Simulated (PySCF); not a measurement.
# C3H4F2 (SMILES F/C=C/CF) at 6 levels

We compute a comparison of 6 runs (HF/def2-SVP, HF/cc-pVTZ, B3LYP/6-31G*, MP2/def2-SVP, CCSD/6-31+G*) of C3H4F2. The job is set up through a Python script.

Program for the calculation: PySCF 2.14.0.

### Step 1. Starting point

The species is C3H4F2 (9 atoms), meant as a singlet with charge 0. SMILES: `F/C=C/CF`. Geometry: relaxed at PBE0-D4/def2-TZVP. This is one conformer, not always the lowest.

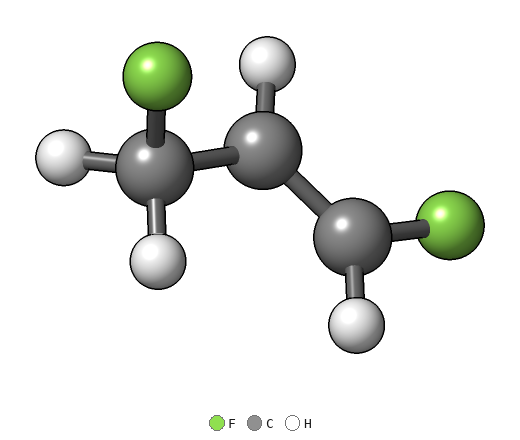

Viewed from a chosen angle; fluorine green, carbon grey, hydrogen white.

### Step 2. Energy and gradient at HF/def2-SVP (run 1)

Input file mol.xyz:

```xyz
9

F     -2.209900    -0.026000     1.314000
C     -1.254900    -0.268300     0.418300
C     -0.069300     0.309000     0.473200
C      0.980100    -0.003600    -0.525800
F      1.279200     1.118700    -1.286000
H     -1.566100    -0.985700    -0.334400
H      0.150200     1.024100     1.258600
H      0.654400    -0.794800    -1.207600
H      1.910300    -0.315800    -0.041200
```

Input file run.py:

```python
# FC=CCF
from pyscf import gto, scf

mol = gto.M(
    atom='mol.xyz',
    basis='def2-svp',
    verbose=4,
    charge=0,
    max_memory=1860,
)

mf = scf.RHF(mol)
mf.conv_tol = 1e-10
mf.kernel()
if not mf.converged:
    mf = mf.newton().run(mf.mo_coeff, mf.mo_occ)

energy = mf.e_tot
print('E = %.10f Eh' % energy)
grad = mf.nuc_grad_method().kernel()
mf.analyze()
```

Command:

```bash
OMP_NUM_THREADS=1 python run.py
```

Output:

```text
PySCF version 2.14.0

[... 67 lines left out ...]
converged SCF energy = -314.522834833759
[... 26 lines left out ...]
MO #6   energy= -1.61450610264897  occ= 2
[... 11 lines left out ...]
MO #18  energy= -0.54005720196399  occ= 2
[... 11 lines left out ...]
MO #30  energy= 0.544015238578818  occ= 0
[... 11 lines left out ...]
MO #42  energy= 0.926534955660796  occ= 0
[... 11 lines left out ...]
MO #54  energy= 1.70412434785959   occ= 0
[... 11 lines left out ...]
MO #66  energy= 2.19361597410556   occ= 0
[... 11 lines left out ...]
MO #78  energy= 3.2254273484267    occ= 0
[... 11 lines left out ...]
MO #90  energy= 4.27839380729203   occ= 0
[... 102 lines left out ...]
Dipole moment(X, Y, Z, Debye):  0.45261, -2.06318,  0.09871
```

Wall time 7.2 s (1 thread of Intel Xeon at 2.70GHz, shared host); peak memory 0.18 GiB.

### Step 3. Energy and forces at HF/cc-pVTZ (run 2)

Input file calc.py:

```python
# FC=CCF
import pyscf.grad
from pyscf import gto, scf

mol = gto.M(
    atom=[
    ('F', (-2.209900, -0.026000, 1.314000)),
    ('C', (-1.254900, -0.268300, 0.418300)),
    ('C', (-0.069300, 0.309000, 0.473200)),
    ('C', (0.980100, -0.003600, -0.525800)),
    ('F', (1.279200, 1.118700, -1.286000)),
    ('H', (-1.566100, -0.985700, -0.334400)),
    ('H', (0.150200, 1.024100, 1.258600)),
    ('H', (0.654400, -0.794800, -1.207600)),
    ('H', (1.910300, -0.315800, -0.041200)),
],
    charge=0,
    basis='cc-pvtz',
    max_memory=1860,
    verbose=4,
)

hf = scf.RHF(mol)
hf.conv_tol = 1e-10
hf.kernel()
if not hf.converged:
    hf = hf.newton().run(hf.mo_coeff, hf.mo_occ)

etot = hf.e_tot
print(f'total energy: {etot:.8f} hartree')
grad = hf.Gradients().kernel()
hf.analyze()
```

Command:

```bash
OMP_NUM_THREADS=1 python calc.py
```

Output:

```text
PySCF version 2.14.0

[... 94 lines left out ...]
MO #6   energy= -1.64026270727481  occ= 2
[... 24 lines left out ...]
MO #31  energy= 0.449073528246256  occ= 0
[... 24 lines left out ...]
MO #56  energy= 1.1389351198573    occ= 0
[... 24 lines left out ...]
MO #81  energy= 2.28589196825536   occ= 0
[... 24 lines left out ...]
MO #106 energy= 3.13453320453728   occ= 0
[... 24 lines left out ...]
MO #131 energy= 3.86941719446299   occ= 0
[... 24 lines left out ...]
MO #156 energy= 5.03829100360115   occ= 0
[... 24 lines left out ...]
MO #181 energy= 7.42914150569769   occ= 0
[... 24 lines left out ...]
MO #206 energy= 14.5028956775065   occ= 0
[... 218 lines left out ...]
Dipole moment(X, Y, Z, Debye):  0.41307, -1.91866,  0.13125
```

Wall time 2.5 min (1 thread of Intel Xeon at 2.70GHz, shared host); peak memory 0.13 GiB.

Runs 3 to 5 aren't shown in full; the table further down has their settings and results.

### Step 4. The energy at CCSD/6-31+G(d) (spherical functions) (run 6)

Input file calc.py:

```python
from pyscf import gto, cc

mol = gto.M(
    atom='''
F     -4.176106    -0.049133     2.483100
C     -2.371417    -0.507014     0.790472
C     -0.130958     0.583925     0.894218
C      1.852121    -0.006803    -0.993618
F      2.417338     2.114037    -2.430188
H     -2.959500    -1.862703    -0.631924
H      0.283837     1.935269     2.378409
H      1.236637    -1.501954    -2.282033
H      3.609944    -0.596776    -0.077857
''',
    verbose=4,
    basis='6-31+g*',
    max_memory=1860,
    unit='bohr',
)

mf = mol.RHF()
mf.conv_tol = 1e-10
mf.kernel()
if not mf.converged:
    mf = mf.newton().run(mf.mo_coeff, mf.mo_occ)

mycc = cc.CCSD(mf, frozen=5)
mycc.kernel()
e_tot = mycc.e_tot
print('E(%s) = %.9f' % ('CCSD', e_tot))
dip = mf.dip_moment()
pop, q = mf.mulliken_pop()
```

Command:

```bash
OMP_NUM_THREADS=1 python calc.py
```

Output:

```text
PySCF version 2.14.0

[... 67 lines left out ...]
converged SCF energy = -314.77900045001
[... 12 lines left out ...]
Init t2, MP2 energy = -315.504809664186  E_corr(MP2) -0.725809214175174
[... 12 lines left out ...]
CCSD converged
[... 2 lines left out ...]
Dipole moment(X, Y, Z, Debye):  0.46307, -2.08353,  0.14171
[... 108 lines left out ...]
charge of    8H =      0.19466
```

It took 33 s on 1 thread of Intel Xeon at 2.70GHz, shared host; peak memory 0.72 GiB.

### Step 5. Overview of the runs

| run | level | integration grid | Cartesian functions | energy (Eh) | dipole moment (D) of the reference | HOMO energy (eV) | LUMO energy (eV) | wall time |
| --- | --- | --- | --- | --- | --- | --- | --- | --- |
| 1 | HF/def2-SVP | – | no | -314.522835 | 2.11 | -10.74 | 4.13 | 7.2 s |
| 2 | HF/cc-pVTZ | – | no | -314.890848 | 1.97 | -10.68 | 3.89 | 2.5 min |
| 3 | B3LYP/6-31G* (spherical functions) | 5 | no | -316.356162 | 1.61 | -7.30 | 0.17 | 29 s |
| 4 | B3LYP/6-31G* (Cartesian functions) | 5 | yes | -316.360668 | 1.61 | -7.30 | 0.16 | 31 s |
| 5 | MP2/def2-SVP | – | no | -315.287096 | 2.11 | -10.74 | 4.13 | 15 s |
| 6 | CCSD/6-31+G* (spherical functions) | – | no | -315.535846 | 2.14 | -10.76 | 2.06 | 33 s |

### Step 6. Outcome

| quantity | value |
| --- | --- |
| run 6: total energy | -315.53585 Eh |
| run 6: dipole moment (Hartree–Fock density) | 2.14 D |
| run 6: HOMO energy (Hartree–Fock orbitals) | -10.76 eV |
| run 6: LUMO energy (Hartree–Fock orbitals) | 2.06 eV |
| run 6: HOMO–LUMO gap (Hartree–Fock orbitals) | 12.82 eV |
| run 6: correlation energy (5 core orbitals frozen) | -756.8 mEh |
| run 6: T1 diagnostic | 0.013 |

In words: Over runs 1, 2, 3, 4 the dipole moment (its size) runs from 1.61 D (B3LYP/6-31G*) to 2.11 D (HF/def2-SVP). The two ends differ in method and basis. Over runs 1, 2, 3, 4 the HOMO–LUMO gap runs from 7.46 eV (B3LYP/6-31G*) to 14.88 eV (HF/def2-SVP). All runs together took 4.4 min, the longest 2.5 min.
